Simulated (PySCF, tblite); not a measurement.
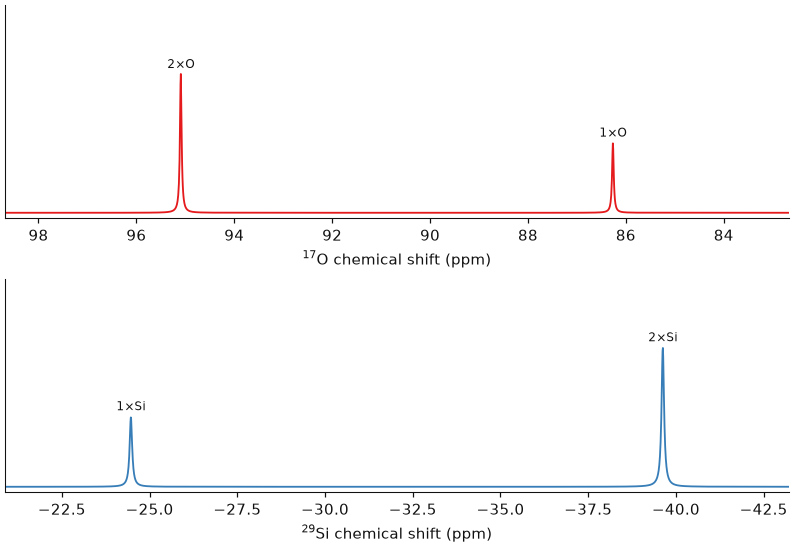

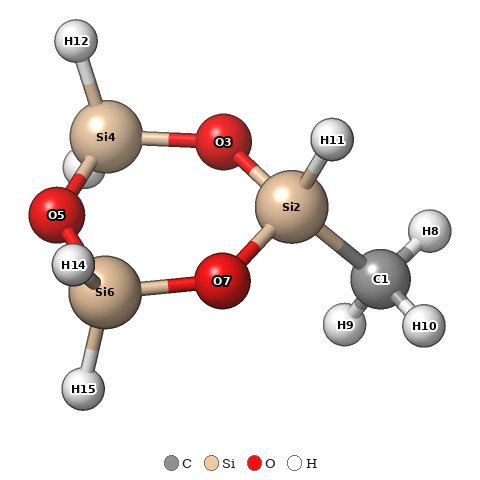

Spectrum and numbered structure of CH₈O₃Si₃, SMILES C[SiH]1O[SiH2]O[SiH2]O1. GIAO shifts, PBE0/pcSseg-1, PySCF 2.14.0, at a GFN2-xTB geometry (a minimum by its frequencies), against H₂O for ¹⁷O and TMS for ²⁹Si computed at the same level (¹⁷O: a single water molecule, while the usual scale starts at liquid water and gives values some tens of ppm lower). Gas phase, fully decoupled, line heights follow the number of nuclei, widths are arbitrary (no quadrupolar broadening); values of one conformer, averaged over methyl-type rotors and exact or near symmetry; other conformers aren't averaged in.

Question: Assign the ¹⁷O signals to the numbered atoms.

Answer:
```
δ (ppm)  nuclei   atoms
   95.1       2  O3, O7
   86.3       1      O5
```

Question: Assign the ²⁹Si signals to the numbered atoms.

Answer:
| δ (ppm) | nuclei | atoms |
| --- | --- | --- |
| −24.5 | 1 | Si2 |
| −39.6 | 2 | Si4, Si6 |

Note: the tight-binding geometry is rougher than a DFT one and adds to the error.
